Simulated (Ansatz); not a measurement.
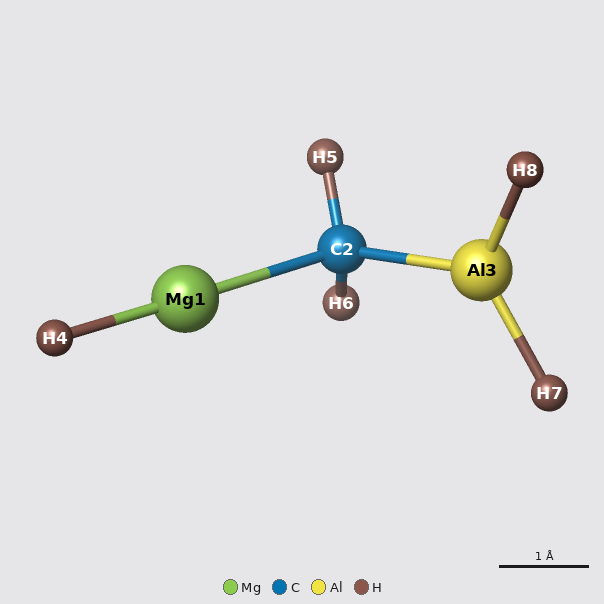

The atoms are numbered. The geometry was computed by an optimisation with PBE0-D4/def2-TZVP. No frequency run is at hand to confirm it as a minimum.

How are the neighbours of atom 3 arranged?

Al3 has 3 neighbours (C2 at 1.91, H7 at 1.59, H8 at 1.59 Å); the arrangement is trigonal planar.

Describe the coordination of atom 2.

C2 has 4 neighbours (Mg1 at 2.09, Al3 at 1.91, H5 at 1.10, H6 at 1.10 Å); the arrangement is tetrahedral.

Describe the coordination of atom 1.

Mg1 has 2 neighbours (C2 at 2.09, H4 at 1.70 Å); the arrangement is linear.
